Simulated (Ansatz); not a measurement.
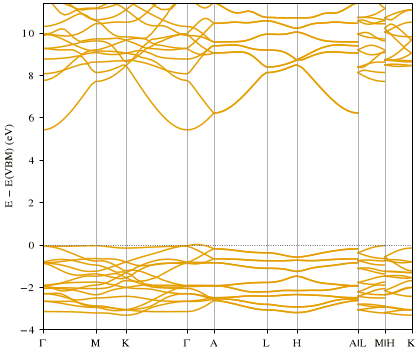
Fig. 1. Band structure from the program Ansatz at the LDA level (PAW)

Task: Read off the gap and where the band edges lie.

Result: About 5.4 eV (5.41 eV by a search for the band edges); maximum on the Γ–A line, 38 % of the way from Γ, minimum at Γ.

Task: Which compound is it?
(A) SiH8N2F6, P6_3mc (Pearson symbol hP34)
(B) SiO2, P6_322 (Si on 4f, O on 6g, O on 2c)
(C) Si3N4, P6_3/m (Si on 6h, N on 2c, N on 6h)
(D) MgO, wurtzite

Result: B, SiO2, P6_322 (Si on 4f, O on 6g, O on 2c)

The workflow started from a Materials Project entry (that database holds measured and hypothetical structures alike); the Crystallography Open Database copy checked does not list it. It is not the phase usual at ambient conditions (space group No. 92, 152, 154). The LDA relaxation kept the symmetry of its start. At this level the phase is dynamically unstable (imaginary phonons).

Potentials: the later of the program's two PAW sets.
